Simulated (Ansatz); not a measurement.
System: ClFH2NOSi (doublet).

Input file:

```
crystal:
  periodic: [false, false, false]
  atoms:
    - {symbol: Cl, position_ang: [0.484243, -1.474927, -0.888517]}
    - {symbol: F, position_ang: [-1.836888, 0.109392, -1.904861]}
    - {symbol: "N", position_ang: [-0.952453, 0.582484, 0.778969]}
    - {symbol: O, position_ang: [0.287916, 1.563572, -1.519511]}
    - {symbol: Si, position_ang: [-0.575801, 0.299133, -0.898720]}
    - {symbol: H, position_ang: [-1.881687, 0.228499, 1.075633]}
    - {symbol: H, position_ang: [0.926638, 1.960803, -0.901230]}
basis:
  gaussian: {orbitals: def2-TZVPD}
output: {forces: true, orbitals: {seedname: orbitals}}
hamiltonian: {xc: pbe0}
magnetization: {spin_polarized: true, initial_magnetization: 1}
```

Launched as:

```sh
ansatz run input.yaml --threads 2 --pin off --max-ram 4350MiB --events-out events.jsonl --progress --plain --runs-dir runs
```

Geometry: PBE-D3(BJ)/def2-SVP.

Level of theory: isolated molecule in a Gaussian basis; Kohn-Sham density functional theory, functional PBE0 in Ansatz.

### Predict the electron density, electron localisation function and spin density between the atoms.

Si–N (1.74 Å): ρ is about 1.1 e/Å³ halfway; the ELF peaks at about 0.95 between the atoms: a polar covalent bond.
Si–Cl (2.07 Å): ρ at the midpoint is about 0.9 e/Å³; the ELF peaks at about 0.90 between the atoms: a polar covalent bond.
The unpaired spin (1 electron) lies mostly on N3 (about 0.8) and Si5 (about 0.1), in electrons by Hirshfeld's partition.

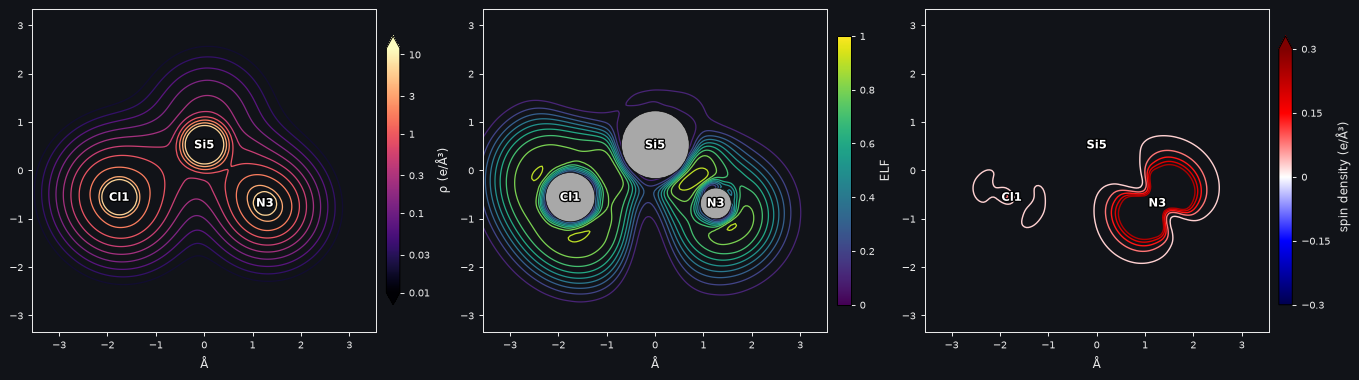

Computed electron density, electron localisation function and spin density on the plane of atoms Cl1, Si5 and N3, in this order. Grey discs cover the atomic cores in the ELF map. 
